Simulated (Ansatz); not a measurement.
## Electronic structure of AsH8NOSi2 in real space

Input

```
crystal:
  periodic: [false, false, false]
  atoms:
    - { symbol: "N", position_ang: [-1.8063, -0.8118, 0.7323] }
    - { symbol: Si, position_ang: [-0.1057, -0.498, 0.487] }
    - { symbol: O, position_ang: [0.7078, -1.9723, 0.6953] }
    - { symbol: Si, position_ang: [0.3419, 0.2857, -1.58] }
    - { symbol: As, position_ang: [0.6499, 1.0574, 2.0162] }
    - { symbol: H, position_ang: [-2.3287, 0.1614, 0.5349] }
    - { symbol: H, position_ang: [-2.1345, -1.4213, -0.0277] }
    - { symbol: H, position_ang: [1.7354, -1.7165, 0.6104] }
    - { symbol: H, position_ang: [1.7135, 0.515, -1.7176] }
    - { symbol: H, position_ang: [-0.2083, -0.7088, -2.5338] }
    - { symbol: H, position_ang: [-0.464, 1.5436, -1.7352] }
    - { symbol: H, position_ang: [-0.0272, 2.2454, 1.284] }
    - { symbol: H, position_ang: [1.9465, 1.2853, 1.249] }
basis:
  gaussian: { orbitals: def2-SVP }
hamiltonian:
  xc: pbe0
relax:
  f_tol: 0.015
  max_steps: 40
output:
  orbitals: {}
```

Command:

```sh
ansatz run input.yaml --threads 2 --pin off --max-ram 3072MiB --backend cpu --events-out ev --progress --plain --runs-dir out
```

The fields are those of the relaxed geometry.

Level of theory: Ansatz 0.2.0, RKS PBE0/def2-SVP.

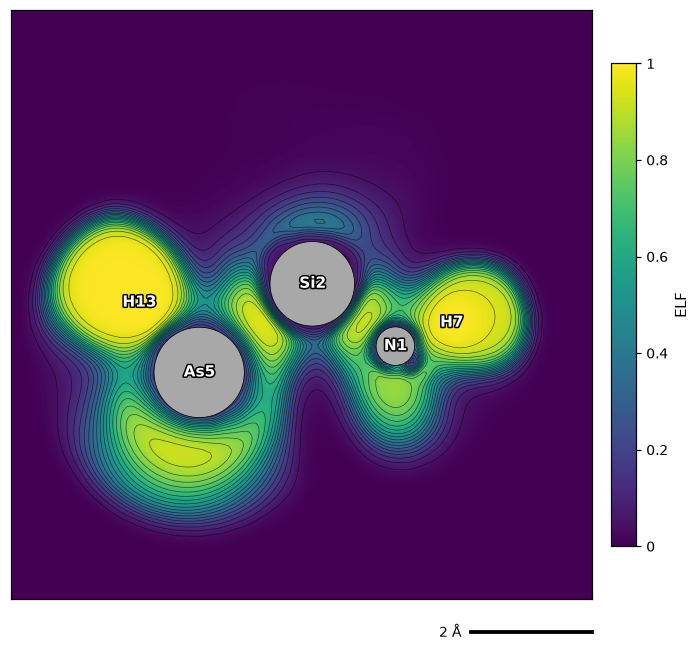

Figure 1. ELF on the plane of atoms Si2, As5 and H13. Grey discs cover the atomic cores.

Question: Read the bonding off the picture.

Answer: Atoms in the plane: N, Si, As and H.
Si–N (1.72 Å): the ELF peaks at about 0.90 between the atoms: a shared but strongly polarised pair.
Si–As (2.38 Å): the ELF peaks at about 0.95 between the atoms: a shared electron pair.
N–H (1.01 Å): the ELF climbs to about 1 towards the hydrogen, as it does in any bond to H; an ordinary covalent bond to hydrogen.
The ELF also peaks beside As5, away from the bonds: lone-pair regions.

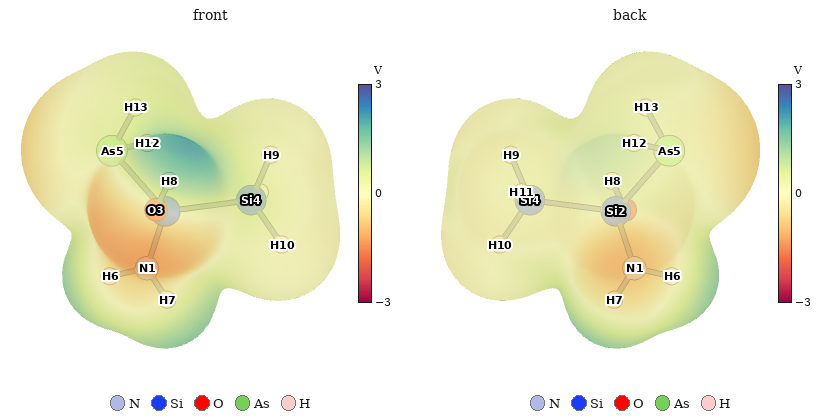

Figure 2. The electrostatic potential painted on the density surface at 0.001 e/bohr³, seen from the front and from behind; red is negative and blue positive.

Question: Where is the surface potential most negative and most positive?

Answer: The most negative region (about −1.3 V) lies over O3, the most positive (about +2.0 V) over H8. O3 is the likeliest acceptor of a hydrogen bond.

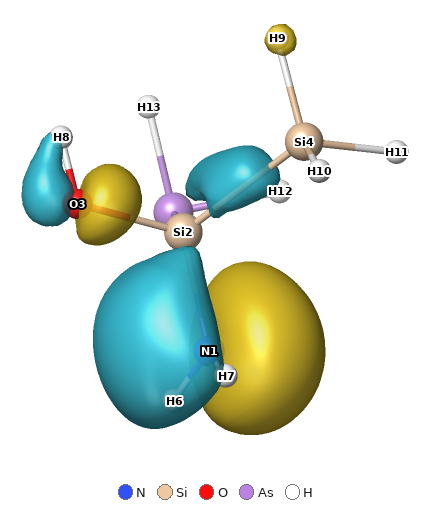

Figure 3. The HOMO−1 at ±0.1 Å⁻³ᐟ² (yellow and cyan are the two phases), seen at an oblique angle.

Question: Describe this orbital and give its energy.

Answer: It lies mainly on N1 (about 65 %); largely a lone pair of N1. Its energy is −7.71 eV.
